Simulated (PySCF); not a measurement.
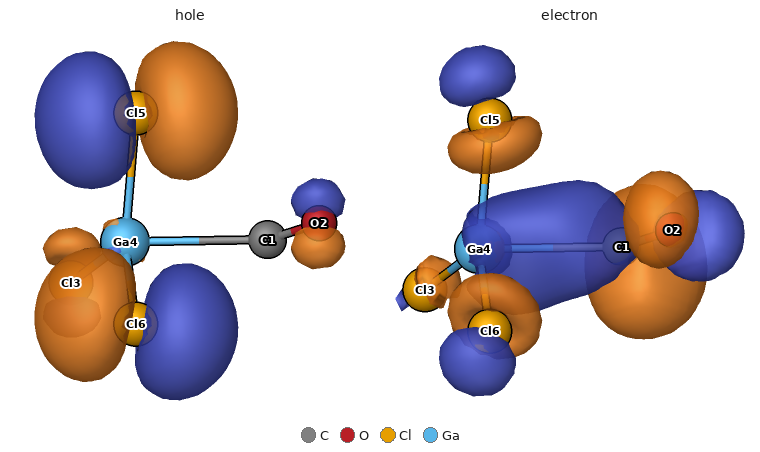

Figure. CCl3GaO, SMILES `[C-]#[O+].Cl[Ga](Cl)Cl`. Leading natural transition orbital pair of S₂ (TDA singlet states); the surfaces enclose about 78 % of each orbital's density.

Method: BHandHLYP/def2-SVP; geometry: GFN2-xTB; program: PySCF. The pair's geometry is semi-empirical, so its contact may be too short or too long. GFN2-xTB bond lengths at metals and heavier atoms can be off by up to 0.1 Å and shapes distorted, which carries into these values. Without diffuse functions Rydberg states are missing, so the states' numbers hold for this basis only.

Input

```python
import numpy as np
from pyscf import gto, scf, dft, tdscf
from pyscf.scf import atom_ks, atom_hf
from scipy.linalg import block_diag

def solve(mol, dm0=None, hcore=None):
    mf = (dft.UKS if mol.spin else dft.RKS)(mol, xc='bhandhlyp')
    mf.grids.level = 3
    mf = mf.density_fit(auxbasis='def2-universal-jkfit')
    mf.conv_tol, mf.max_cycle = 1e-8, 80
    if hcore is not None:
        mf.get_hcore = lambda *args: hcore
    mf.kernel(dm0)
    if not mf.converged:
        mf = mf.newton().run(mf.mo_coeff, mf.mo_occ, max_cycle=30)
    assert mf.converged, 'SCF not converged'
    return mf

mol = gto.M(atom='''
C     -1.44586    -0.00063     1.34496
O     -2.56442    -0.00072     1.34506
Cl     2.22085     0.00095     0.68737
Ga     0.31234     0.00017    -0.11649
Cl    -0.53771     1.80384    -0.79142
Cl    -0.53562    -1.80454    -0.79119
''', basis='def2-svp', charge=0, spin=0, verbose=4)
mf = solve(mol)
td = mf.TDA()
td.nstates, td.singlet, td.conv_tol = 5, True, 1e-5
td.kernel()
td.analyze()
x, y = np.array([p[0] for p in td.xy]), np.array([p[1] + 0 * p[0] for p in td.xy])
f, mu = td.oscillator_strength(), td.transition_dipole()
nto = [td.get_nto(state=i + 1, verbose=4) for i in range(len(td.e))]
# spherically averaged free atoms, for the promolecule
atm = atom_ks.get_atm_nrks(mol, xc='bhandhlyp')
pro = block_diag(*[(atm[a[0]][2] * atm[a[0]][3]) @ atm[a[0]][2].T for a in mol._atom])
np.savez('result.npz', e=td.e, f=f, ok=td.converged, w=[n[0] for n in nto], nto=[n[1] for n in nto], x=x, y=y, c=mf.mo_coeff, occ=mf.mo_occ, eps=mf.mo_energy, pro=pro, mu=mu)
```

Run with:

```sh
OMP_NUM_THREADS=1 python input.py
```

The run took 3.9 min on 1 thread of Intel(R) Xeon(R) Processor @ 2.50GHz (Skylake/Cascade Lake), on a shared host, peak memory 0.62 GiB.

Question: Where does the state lie, and where do hole and electron sit?

Answer: 6.77 eV (183 nm), f = 0.007; the leading pair carries 98 %; hole on Cl5 and Cl6 (44 % each) and Ga4 (6 %), electron on C1 (44 %), O2 (21 %) and Ga4 (16 %); their centroids lie 1.7 Å apart; S₃ lies within 0.1 eV of it. In canonical orbitals it is mainly HOMO−2 → LUMO (63 %). The HOMO–LUMO gap is 9.03 eV.
